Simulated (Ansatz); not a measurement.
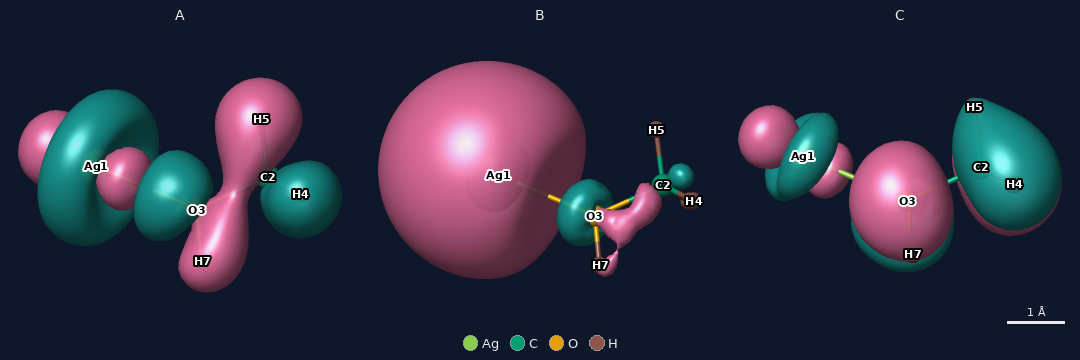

*CH₄AgO (charge +1). Three frontier orbitals at ±0.08 Å⁻³ᐟ² (teal and pink are the two phases), in no order.*

Geometry: PBE0-D4/def2-TZVP; core potentials replace the inner electrons of Ag.

Level of theory: RKS PBE0-D4/def2-TZVPPD (Ansatz 0.2.0).

The calculation's input:

```
crystal:
  periodic: [false, false, false]
  atoms:
    - {symbol: Ag, position_ang: [-0.287601, 0.132691, -2.605811]}
    - {symbol: C, position_ang: [0.390123, -0.110621, 0.592156]}
    - {symbol: O, position_ang: [-0.553287, 0.280031, -0.431191]}
    - {symbol: H, position_ang: [0.241137, 0.513363, 1.472884]}
    - {symbol: H, position_ang: [1.386954, 0.064798, 0.194748]}
    - {symbol: H, position_ang: [0.265455, -1.164546, 0.841634]}
    - {symbol: H, position_ang: [-1.442881, 0.284285, -0.064421]}
basis:
  gaussian: {orbitals: "def2-TZVPPD.json"}
total_charge: 1
hamiltonian: {xc: pbe0, dispersion: d4}
output: {orbitals: {seedname: orbitals}}
```

Command:

```sh
ansatz run in.yaml --threads 4 --pin off --events-out ev --progress --plain --max-ram 9574MiB
```

> Which picture is the HOMO−1, the HOMO and the LUMO?

A is the HOMO−1 (−14.59 eV). It lies mainly on Ag1 (about 55 %), O3 (about 20 %) and C2 (about 10 %). C is the HOMO (−13.71 eV). By Hirshfeld shares it lies mainly on O3 (about 50 %), C2 (about 15 %), Ag1 (about 10 %), H6 (about 10 %) and H4 (about 5 %). B is the LUMO (−8.16 eV). It lies mainly on Ag1 (about 90 %).

> What is the HOMO–LUMO gap?

5.55 eV between the orbital energies.
